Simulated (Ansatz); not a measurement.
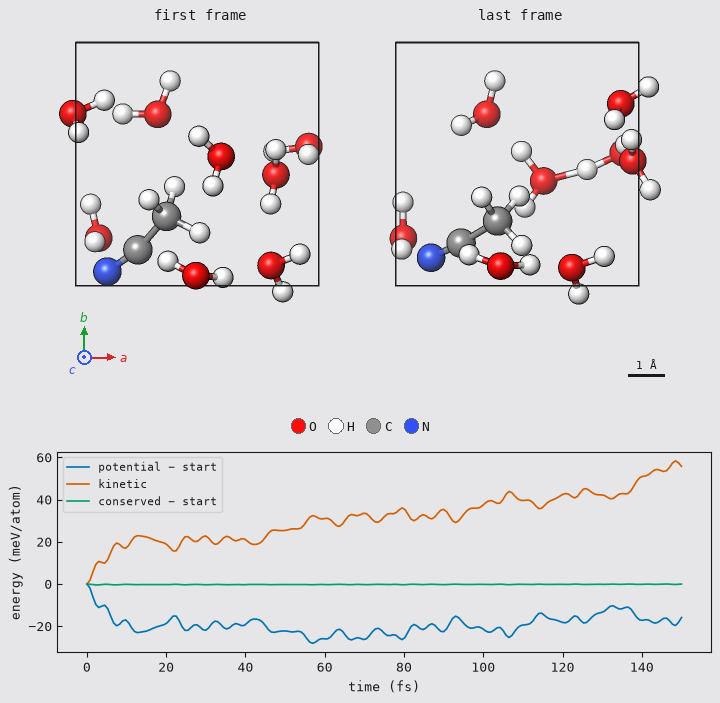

Molecular dynamics of a periodic cell with 8 H2O + 1 CH3CN at 0.94 g/cm³, 150 fs long. It starts from the last geometry of an earlier run. A ball-and-stick model of the simulation cell, seen along the c axis.

Level of theory: DFT LDA, scalar-relativistic, plane waves, PAW (Ansatz 0.2.0). Run with plane-wave cutoff 420 eV; k-point mesh 1 × 1 × 1; Fermi-Dirac smearing 0.02 eV; Nosé-Hoover thermostat (NVT); set temperature 400 K; time step 0.75 fs; atoms at rest at the start; thermostat time 100.0 fs.

> Is this trajectory numerically sound?

The conserved quantity stays between −0.39 and 0.023 meV per atom of its start. A straight-line fit has a slope that amounts to +0.18 meV per atom over 150 fs (0.6 % of the mean kinetic energy), and the ripple about it is 0.6 % of the kinetic energy's fluctuation. With a drift under 2 % and a ripple under 7 %, the integration is accurate. The atoms start at rest, so the thermostat has only the motion that the forces set off to work on. Over the second half the temperature averages 324 K (spread ±57 K). The potential energy is still drifting at the end, so the run hasn't reached equilibrium. The potential energy in the second half lies on average 18.4 meV per atom below the first frame.

Limits of the set-up: the periodic images lie only 6.9 Å apart, so the values are limited by the cell's size.
